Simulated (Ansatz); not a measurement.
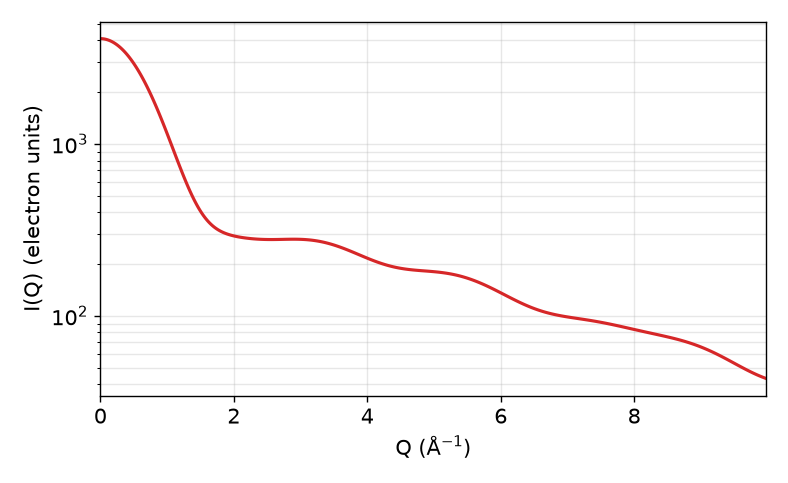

Elastic X-ray scattering of a randomly oriented, rigid molecule, calculated with the Debye equation from neutral-atom form factors (independent atoms, no Compton part, no vibration). The geometry is the end point of an optimisation (RKS B3LYP-D4/6-31G* in Ansatz); it may be a saddle point or a higher isomer. It contains N, Si, O, H.

How many electrons does the independent-atom model of the molecule hold?

Answer. I(0) is the square of the electron number: I(0) = 4090, so about 64 electrons, the count of H7NOSi3.

What radius of gyration does the initial fall-off give?

Answer. From I(Q) ≈ I(0) exp(−Q²R²/3) at small Q, R ≈ 2.00 Å. It is larger than the electron-weighted radius of the nuclear positions alone (1.84 Å), because each atom's electron cloud adds to it.
